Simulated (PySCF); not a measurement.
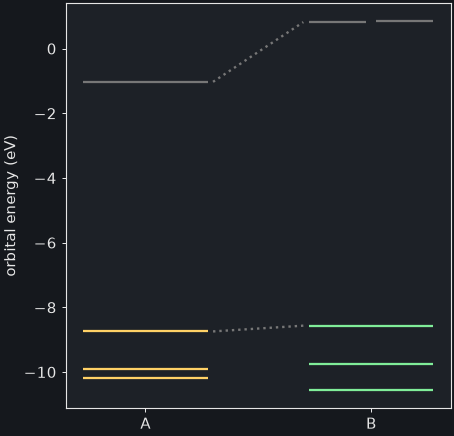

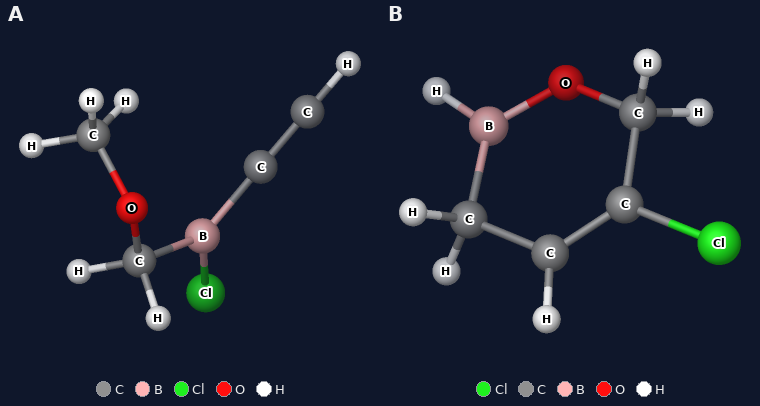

Related molecules: A is C₄H₆BClO, SMILES C#CB(Cl)COC; B is C₄H₆BClO, SMILES ClC1=CCBOC1. Frontier orbital energies, CAM-B3LYP/def2-SVPD with PySCF, at a GFN2-xTB geometry (no frequency check); drawn are at most three filled levels and, in grey, the LUMO with any level within 0.03 eV of it; dotted lines join the HOMOs and the LUMOs.

### What does the change do to the frontier levels?

From A to B the HOMO rises by 0.18 eV and the LUMO rises by 1.85 eV, so the separation goes from 7.72 to 9.39 eV.

Limits of at least one run: empty levels above zero depend strongly on the basis; one conformer of a flexible molecule; the tight-binding geometry is rougher than a DFT one and adds to the error.
